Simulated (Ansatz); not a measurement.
bcc Nb, treated with PBEsol (plane waves, PAW; Ansatz, a program for electronic structure).

Settings: plane-wave cutoff 520 eV, 24×24×24 k mesh, Fermi–Dirac smearing 0.05 eV, no spin polarisation, scalar-relativistic PAW data made under PBE.

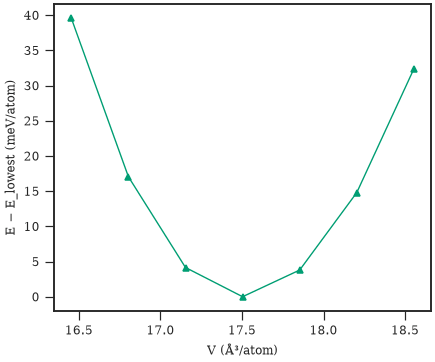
Fig. 1. Total energy against volume

Q: From the curve, estimate the equilibrium volume and the bulk modulus.

A: V0 ≈ 17.5 Å³/atom and B0 ≈ 180 GPa; the fit gives V0 = 17.506 Å³/atom, B0 = 181 GPa, B′ = 3.8.

Measured, for comparison: bulk modulus 173 GPa (0 K value with the zero-point phonon effect removed; as tabulated in Mejia-Rodriguez and Trickey (2018), arXiv:1807.09216); equilibrium volume per atom 17.87 Å³/atom (static lattice: zero-point anharmonic expansion removed; as tabulated in Mejia-Rodriguez and Trickey (2018), arXiv:1807.09216). Computed (rounded) less measured: bulk modulus +5 %, equilibrium volume per atom -2.0 %.

Computed values are for the static lattice.

Cost on a shared machine: very roughly 50 core-seconds.
